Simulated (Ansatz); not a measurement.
**PbS (rock salt): frozen-phonon scan**

Relaxed PbS (rock salt):

```yaml
crystal:
  lattice:
    - [0.00000, 6.00891, 6.00891]
    - [3.00445, 0.00000, 3.00445]
    - [3.00445, 3.00445, 0.00000]
  atoms:
    - { symbol: S, position: [0.00000, 0.00000, 0.00000] }
    - { symbol: S, position: [0.50000, 0.00000, 0.00000] }
    - { symbol: Pb, position: [0.25000, 0.50000, 0.50000] }
    - { symbol: Pb, position: [0.75000, 0.50000, 0.50000] }
```

The atoms are displaced by Q × the pattern below (from a DFPT mode at L = (0.5, 0.0, 0.0), largest move 1; Q in Å), at fixed cell. It is one choice among 2 degenerate patterns. (q is in reciprocal vectors of the primitive cell; the cell shown is doubled to hold the pattern.)

```
atom       x       y       z
----  ------  ------  ------
Pb3    0.285  -0.520   0.805
Pb4   -0.285   0.520  -0.805
```

Atoms not listed stay in place.

All values below come from PBE (plane waves to 420 eV, PAW, scalar-relativistic; Ansatz, a quantum-chemistry and plane-wave program). k mesh 5×10×10 (Γ-centred), Fermi-Dirac smearing 0.05 eV. The energy includes the smearing's −TS. Stress and pressure are positive under compression. PbS was relaxed with its symmetry unable to fall. Spin-orbit coupling is left out, though Pb is heavy. The zero of ΔE is the undisplaced structure.

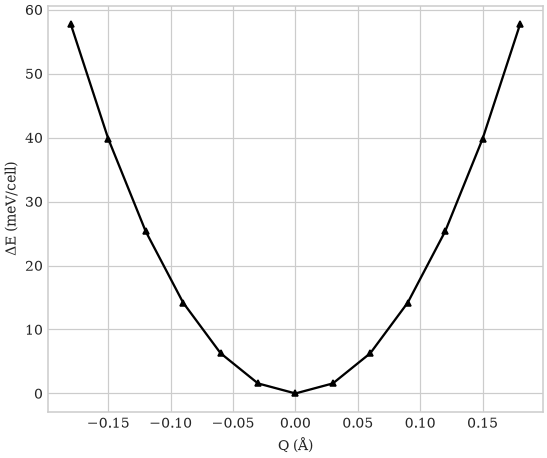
ΔE (meV/cell) against Q (Å); one marker a computed point.

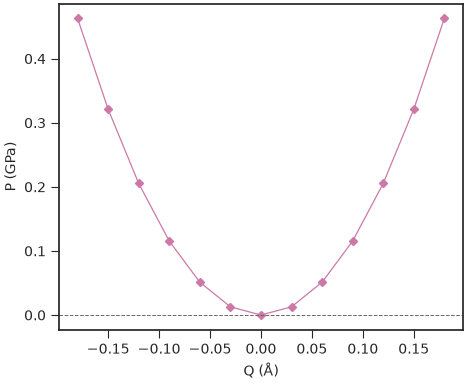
*P (GPa) against Q (Å); markers are the computed points, lines only join them.*

The energy at Q = 0.180 Å comes out as 57.7 meV/cell. Symmetry of the curve: even: the same for both signs. Harmonic wavenumber from the curvature (finite differences): 48 cm⁻¹. Space group of the distorted cell: P-1 (No. 2), lowered from Fm-3m. Wavenumber by perturbation theory (DFPT, on another k mesh): 48 cm⁻¹.

E″ = 3.49 eV/Å², M = Σ mᵢ|uᵢ|² = 414.4 u, ν̃ = 521.5·√(|E″|/M).

(For displaced atoms, the force is minus the slope of the energy, and its curvature is a force constant, which sets phonon frequencies.)
